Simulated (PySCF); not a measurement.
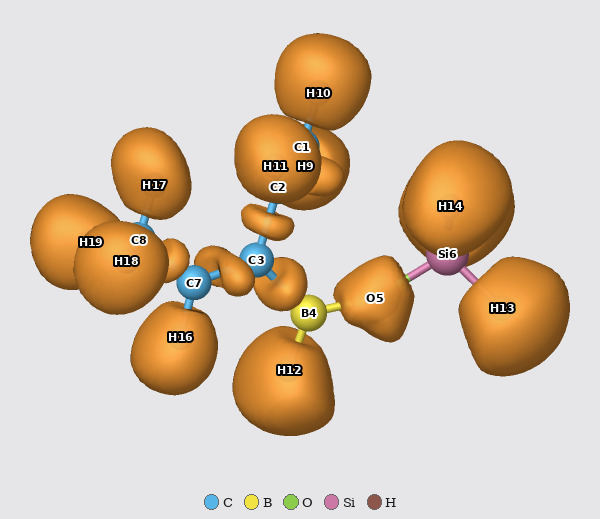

C5H11BOSi (SMILES C=C/C(BO[SiH3])=C\C). Isosurface of the ELF at 0.8 (orange), seen at a tilt. Only the valence region is drawn (cores and ρ < 0.01 e/Å³ removed).

Geometry: GFN2-xTB.

These are results of PySCF 2.14.0, PBE0/pcSseg-1, SCF density, gas phase, non-relativistic, not measurements.

```xyz
19

C     0.0593    1.7294    0.7961
C    -0.4968    0.5281    0.7496
C    -0.4506   -0.3474   -0.4319
B     0.9429   -0.6732   -1.0851
O     2.0893   -0.3841   -0.5007
Si    3.0981    0.1092    0.6531
C    -1.5686   -0.8973   -0.9290
C    -2.9614   -0.6889   -0.4376
H     0.5520    2.1528   -0.0633
H     0.0224    2.3441    1.6798
H    -1.0011    0.1343    1.6253
H     0.9831   -1.2221   -2.1306
H     4.2542   -0.7801    0.5197
H     2.5065   -0.0139    1.9871
H     3.4205    1.4977    0.3298
H    -1.4867   -1.5511   -1.7885
H    -2.9929   -0.0217    0.4186
H    -3.4096   -1.6453   -0.1659
H    -3.5705   -0.2613   -1.2343
```

### Where are the electrons localised?

The ELF exceeds this value in one region between bonded B–C atoms (shared pairs), four regions between bonded C–C atoms (shared pairs), eleven regions around hydrogen nuclei and one region on O in which the atom's valence shell and bonds are merged.

Values along the shortest contacts:
B–O (1.32 Å): the ELF peaks at about 0.90 between the atoms (a short, strongly polar bond). C–C (1.32 Å): the ELF peaks at about 0.90 between the atoms (a multiple bond).
